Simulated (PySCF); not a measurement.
**Run report: C6H8O2, NMR shielding calculation**

C6H8O2, SMILES C#CC(=O)OC(C)C, computed with GIAO X3LYP/6-311G** NMR shielding, non-relativistic, gas phase (PySCF 2.14.0).

The geometry comes from this level: GFN2-xTB. It belongs to a series of runs on one base structure; here: X3LYP/6-311G**; damp 0.1. Figures and captions count atoms from 1; the log counts them from 0 in places.

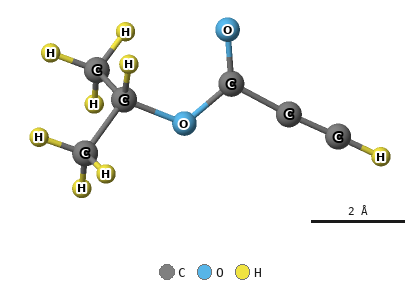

**Figure 1.** The structure as given in the input (ball-and-stick view, seen at a tilt).

### Results in brief

```csv
quantity,value
outcome,converged
total energy,−383.776707 hartree
HOMO,−7.89 eV
LUMO,−1.24 eV
dipole moment,1.92 D
"isotropic shielding, C",29.0 to 162.6 ppm
"isotropic shielding, O",−115.5 to 86.3 ppm
"isotropic shielding, H",26.9 to 31.2 ppm
hardware,"1 CPU thread, shared host"
wall time,69 s
peak memory,1 GiB
```

### Notes

Settings chosen away from the usual ones: X3LYP/6-311G**; damp 0.1.

### Input file
```
{"job": {"kind": "nmr", "xc": "X3LYP", "basis": "6-311G**", "pop": false, "scf": {"damp": 0.1}}, "charge": 0, "multiplicity": 1}
C      3.801102    -0.763378    -0.460310
C      2.715205    -0.542657    -0.001336
C      1.447692    -0.255695     0.633897
O      1.331832     0.004153     1.804280
O      0.452712    -0.325491    -0.248055
C     -0.872262    -0.051978     0.237179
C     -1.843744    -0.761476    -0.693992
C     -1.105134     1.455118     0.269870
H      4.744845    -0.960784    -0.877988
H     -0.948527    -0.455185     1.256229
H     -1.644053    -1.829709    -0.710014
H     -1.736826    -0.372343    -1.703247
H     -2.862347    -0.596960    -0.354470
H     -0.399088     1.928857     0.948062
H     -0.974820     1.873511    -0.725916
H     -2.114182     1.662963     0.614401
```

The first line tells a small driver script what to run in PySCF; the rest is the geometry in Å.

Command:
```bash
OMP_NUM_THREADS=1 python <driver script> task.json out
```

### The program's output
```
damping 0.10 in the first 6 cycles
final grid: 132640 points
cycle   1  E = -383.5742333746  dE =  1.239e+00  |g| = 1.035e+00  |ddm| = 3.485e+00
cycle   2  E = -383.2980854087  dE =  2.761e-01  |g| = 1.610e+00  |ddm| = 2.091e+00
cycle   3  E = -382.9054825268  dE =  3.926e-01  |g| = 2.276e+00  |ddm| = 2.482e+00
cycle   4  E = -380.2144940896  dE =  2.691e+00  |g| = 3.702e+00  |ddm| = 5.667e+00
cycle   5  E = -375.2423297755  dE =  4.972e+00  |g| = 6.169e+00  |ddm| = 1.753e+01
cycle   6  E = -338.5992509755  dE =  3.664e+01  |g| = 1.040e+01  |ddm| = 2.440e+01
cycle   7  E = -283.3765257004  dE =  5.522e+01  |g| = 1.514e+01  |ddm| = 5.887e+01
cycle   8  E = -353.6134230021  dE = -7.024e+01  |g| = 7.787e+00  |ddm| = 6.880e+01
cycle   9  E = -335.2833967589  dE =  1.833e+01  |g| = 9.482e+00  |ddm| = 6.312e+01
cycle  10  E = -380.7794100659  dE = -4.550e+01  |g| = 3.112e+00  |ddm| = 7.094e+01
cycle  11  E = -381.6331429435  dE = -8.537e-01  |g| = 2.942e+00  |ddm| = 4.845e+00
cycle  12  E = -383.3026553979  dE = -1.670e+00  |g| = 1.493e+00  |ddm| = 2.731e+00
cycle  13  E = -383.7217517378  dE = -4.191e-01  |g| = 5.022e-01  |ddm| = 1.639e+00
cycle  14  E = -383.7404746069  dE = -1.872e-02  |g| = 3.815e-01  |ddm| = 6.485e-01
cycle  15  E = -383.7719989691  dE = -3.152e-02  |g| = 1.361e-01  |ddm| = 2.806e-01
cycle  16  E = -383.7764846018  dE = -4.486e-03  |g| = 3.393e-02  |ddm| = 1.041e-01
cycle  17  E = -383.7766698619  dE = -1.853e-04  |g| = 1.284e-02  |ddm| = 3.045e-02
cycle  18  E = -383.7767055309  dE = -3.567e-05  |g| = 2.679e-03  |ddm| = 1.068e-02
cycle  19  E = -383.7767068632  dE = -1.332e-06  |g| = 1.097e-03  |ddm| = 2.571e-03
cycle  20  E = -383.7767071152  dE = -2.519e-07  |g| = 2.228e-04  |ddm| = 1.094e-03
cycle  21  E = -383.7767071222  dE = -6.983e-09  |g| = 1.765e-04  |ddm| = 3.675e-04
cycle  22  E = -383.7767071292  dE = -7.090e-09  |g| = 1.159e-05  |ddm| = 1.517e-04
cycle  23  E = -383.7767071293  dE = -3.570e-11  |g| = 6.181e-06  |ddm| = 2.016e-05
converged SCF energy = -383.7767071293

GIAO shielding tensors (ppm)
atom      isotropic    diamagn.    paramagn.     s11        s22        s33       span
  0 C      108.199     259.347    -151.149     35.619     51.901    237.076    201.457
  1 C      107.088     263.985    -156.896      6.703     21.441    293.122    286.419
  2 C       29.036     249.352    -220.316    -71.439     72.653     85.895    157.334
  3 O     -115.519     399.818    -515.337   -402.677   -245.819    301.938    704.614
  4 O       86.334     398.273    -311.939    -83.580    166.315    176.266    259.846
  5 C      113.961     243.498    -129.537     76.253    112.862    152.768     76.515
  6 C      161.887     244.703     -82.816    144.335    154.844    186.482     42.147
  7 C      162.598     246.239     -83.641    142.904    157.409    187.481     44.577
  8 H       30.212      31.010      -0.798     25.757     26.051     38.829     13.073
  9 H       26.926      32.273      -5.347     24.455     27.532     28.792      4.337
 10 H       30.758      30.051       0.706     26.825     28.605     36.843     10.018
 11 H       30.847      30.504       0.342     28.045     29.285     35.210      7.165
 12 H       31.110      29.880       1.229     27.160     29.157     37.012      9.852
 13 H       30.357      31.003      -0.647     25.670     30.115     35.286      9.617
 14 H       31.222      31.069       0.153     28.621     29.341     35.705      7.084
 15 H       31.247      30.511       0.736     27.361     29.035     37.343      9.982
```

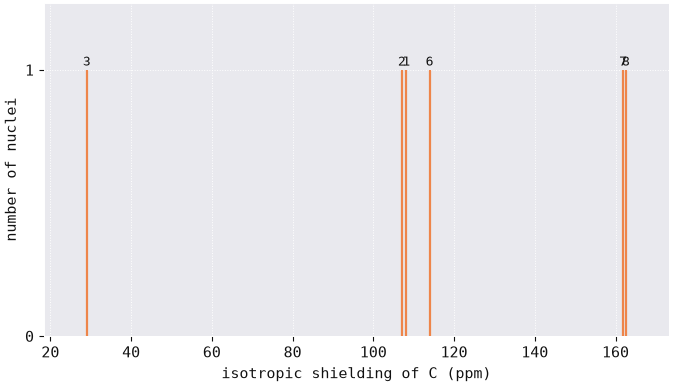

**Figure 2.** Isotropic shieldings of the carbon nuclei in this fixed geometry, labelled by atom number; shielding grows to the right, so chemical shift grows to the left. The least shielded is C3 (29.0 ppm), the most shielded C8 (162.6 ppm).
